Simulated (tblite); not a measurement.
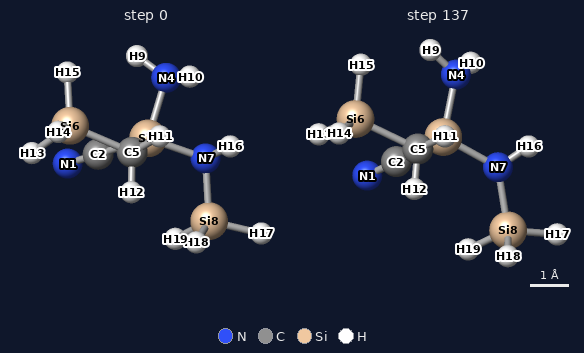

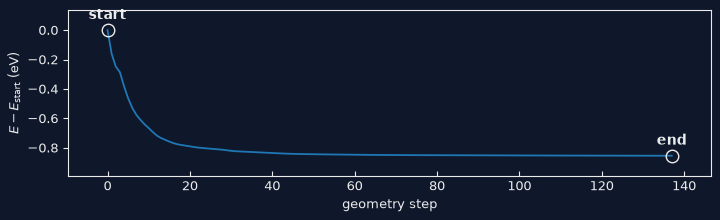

First and last geometry of a relaxation of C2H11N3Si3, with the history of the run. Style: ball-and-stick. Shown from a free direction.

Method: GFN2-xTB geometry optimisation, gas phase in tblite 0.8.0. 

**Read the history and describe the run.**

It converged. Over 137 geometry steps the energy falls by 0.854 eV. H18 moves most after the best rigid fit: 0.65 Å. By element the largest moves are H 0.65 Å, N 0.40 Å, Si 0.32 Å, C 0.28 Å. Some distances before and after: Si3–C5 1.838 → 1.894 Å, C5–Si6 1.851 → 1.898 Å, Si3–N7 1.693 → 1.731 Å, N7–Si8 1.696 → 1.734 Å. Bond angles that change, for instance: Si3–N7–Si8 112.8° → 128.4°, N4–Si3–N7 91.3° → 105.5°, Si3–N4–H10 105.8° → 118.6°. Cost: 2.1 s on 1 thread of Arm Neoverse N1, on a shared host.
